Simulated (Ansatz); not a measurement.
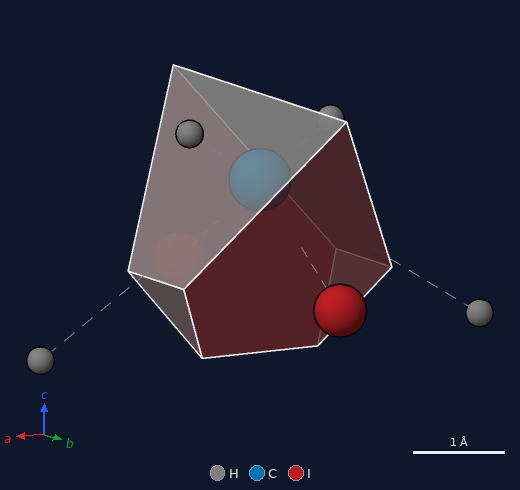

Voronoi cell (the region closer to this atom than to any other), computed from the atomic positions without radii. Central atom: C (4a) in H2CI2; faces take the colour of the neighbour behind them. Origin: the end point of a relaxation at fixed volume with DFT r2SCAN, scalar-relativistic, plane waves, PAW in Ansatz.

H2CI2, space group Fmm2 (No. 42), a = 7.422 Å, b = 13.079 Å, c = 4.761 Å, α = 90.00°, β = 90.00°, γ = 90.00°

```
site  Wyckoff       x       y       z
   H       8d  0.1213  0.0000  0.1322
   C       4a  0.0000  0.0000  0.0053
   I       8c  0.0000  0.3632  0.2571
```

### Which neighbours share a face with the central atom?

4 H (65 % of the solid angle) and 2 I (35 % of the solid angle).

### What is the volume of this Voronoi cell?

6.9 Å³, against a mean of 23.1 Å³ per atom in this structure.

### Give the Voronoi index ⟨n3,n4,n5,n6,…⟩ (numbers of faces with 3, 4, 5, 6 … edges).

6 faces, index ⟨2,2,2,0⟩.
